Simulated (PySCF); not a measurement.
Species, as SMILES: [C](F)Cl (closed-shell singlet).
Geometry (B3LYP-D3(BJ)/def2-TZVP, fixed):
```xyz
3

F     -1.4677    -0.2909     0.0321
C     -0.5979     0.6705    -0.0192
Cl     0.9880    -0.0826    -0.0102
```

Basis-set convergence of the mean static polarisability at PBE with PySCF. All functions are spherical. Density fitting with generated auxiliary sets. No added dispersion term, no relativity. Reference: the value in aug-pcseg-3, 32.07 bohr³, itself unsure by roughly 0.6 % (its mean distance from aug-cc-pV(Q+d)Z, aug-pcseg-2, aug-cc-pV(T+d)Z). Deviations are taken from unrounded values. Cost is core time over that of 6-311G**, rough, on shared machines of one kind; a dash marks a row that isn't timed (too short, read off another run, short of memory, by another algorithm or on other hardware).

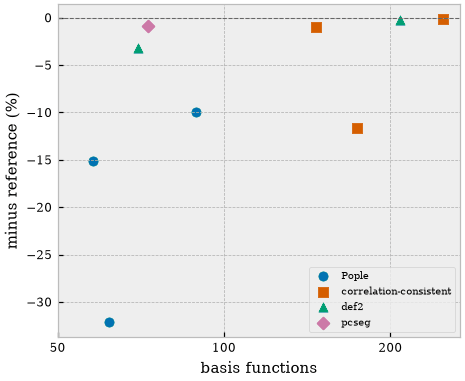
Figure: Deviation from the reference against the number of basis functions, by family of sets.

| basis | functions | mean static polarisability (bohr³) | minus reference (%) | cost |
|---|---|---|---|---|
| 6-31+G* | 58 | 27.22 | -15.1 | - |
| 6-311G** | 62 | 21.77 | -32.1 | 1× |
| def2-SVPD | 70 | 31.03 | -3.2 | 1× |
| aug-pcseg-1 | 73 | 31.80 | -0.9 | 1× |
| 6-311++G(2d,2p) | 89 | 28.89 | -9.9 | 2× |
| aug-cc-pV(T+d)Z | 147 | 31.77 | -0.9 | 3× |
| cc-pV(Q+d)Z | 174 | 28.34 | -11.6 | 5× |
| def2-QZVPPD | 208 | 32.00 | -0.2 | 7× |
| aug-cc-pV(Q+d)Z | 249 | 32.01 | -0.2 | 10× |
